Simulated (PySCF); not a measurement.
```yaml
atoms:
  - { symbol: C, position_ang: [-2.5265, -1.1883, 0.0820] }
  - { symbol: C, position_ang: [-1.5310, -0.4102, 0.4252] }
  - { symbol: C, position_ang: [-0.0959, -0.2769, 0.7377] }
  - { symbol: C, position_ang: [0.9390, -0.6523, -0.3017] }
  - { symbol: Si, position_ang: [2.4609, 0.4984, -0.2488] }
  - { symbol: C, position_ang: [-0.9840, 0.9476, 0.5481] }
  - { symbol: O, position_ang: [-0.8552, 1.8089, -0.5427] }
  - { symbol: H, position_ang: [-2.4286, -2.2629, 0.0735] }
  - { symbol: H, position_ang: [-3.4918, -0.7885, -0.1866] }
  - { symbol: H, position_ang: [0.2203, -0.4745, 1.7562] }
  - { symbol: H, position_ang: [0.4858, -0.6310, -1.2960] }
  - { symbol: H, position_ang: [1.2439, -1.6875, -0.1323] }
  - { symbol: H, position_ang: [2.0550, 1.8829, -0.4719] }
  - { symbol: H, position_ang: [3.3851, 0.0616, -1.2991] }
  - { symbol: H, position_ang: [3.0966, 0.3643, 1.0637] }
  - { symbol: H, position_ang: [-1.2266, 1.5366, 1.4252] }
  - { symbol: H, position_ang: [-0.7540, 1.2838, -1.3435] }
```

Geometry: GFN2-xTB.

These are results of PBE0/pcSseg-1, SCF density, gas phase, non-relativistic (PySCF), not measurements.

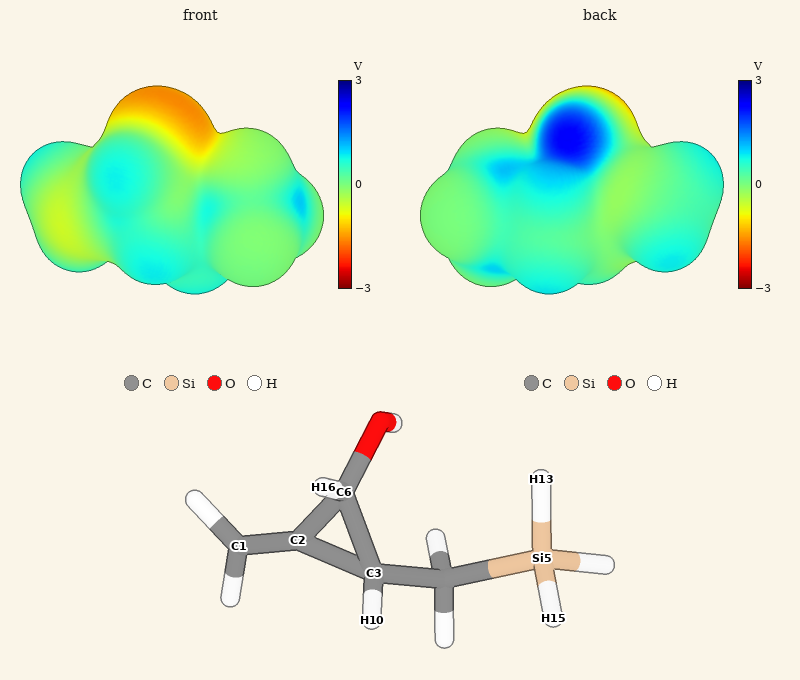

C5H10OSi. The molecular electrostatic potential painted on the density surface at 0.002 e/bohr³, seen from the front and from behind; red is negative and blue positive. The bare structure is drawn below in the same view.

Question: Where is the surface potential most negative and most positive?

Answer: The most negative region (about −1.6 V) lies over O7, the most positive (about +2.3 V) over H17. O7 is the likeliest acceptor of a hydrogen bond.

Question: How polar is the molecule by this calculation?

Answer: Its dipole moment is 1.64 D.
